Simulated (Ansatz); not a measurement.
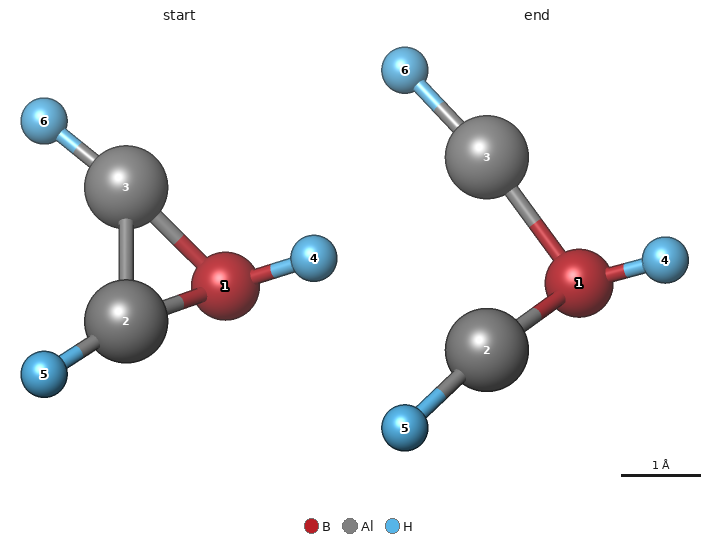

The structure of Al2BH3 before (left) and after (right) a relaxation, at one scale.

Style: ball-and-stick. Shown at a tilt.

It is one of the separated reactants of a reaction.

These are results of RKS PBE-D4/def2-SVP in Ansatz 0.2.0, not measurements.

The input:
```yaml
crystal:
  periodic: [false, false, false]
  atoms:
    - {symbol: B, position_ang: [-0.595037, -0.990853, -0.360053]}
    - {symbol: Al, position_ang: [0.748108, 0.129010, -0.698689]}
    - {symbol: Al, position_ang: [-0.393233, 0.223775, 0.927195]}
    - {symbol: H, position_ang: [-1.642145, -0.751373, -1.108987]}
    - {symbol: H, position_ang: [2.019865, 0.605140, -0.916219]}
    - {symbol: H, position_ang: [-0.137559, 0.784302, 2.156753]}
basis:
  gaussian: {orbitals: def2-SVP}
hamiltonian: {xc: pbe, dispersion: d4}
relax: {f_tol: 0.03, max_steps: 250}
```

Run as
```bash
ansatz run in.yaml --threads 2 --pin off --events-out ev --progress --plain --max-ram 4352MiB
```

Summarise the run.

Answer. The energy falls by 96.2 kcal/mol in 10 accepted moves (11 points after the start). Largest force component: 8 eV/Å at the start, 0.0025 eV/Å at the end. The line search rejected the trial step at point 4 of the run. The largest moves after the best rigid fit, 0.78 Å, are those of H5 and H6. By element the largest moves are H 0.78 Å, Al 0.44 Å, B 0.09 Å. Some distances before and after: Al2–Al3 1.989 → 2.860 Å, Al2–H5 1.375 → 1.610 Å, B1–Al2 1.781 → 1.983 Å, B1–H4 1.309 → 1.229 Å. Bonds break: Al2–Al3 (1.99 → 2.86 Å). Among the angles between lasting bonds that change: Al2–B1–Al3 67.9° → 92.3°.
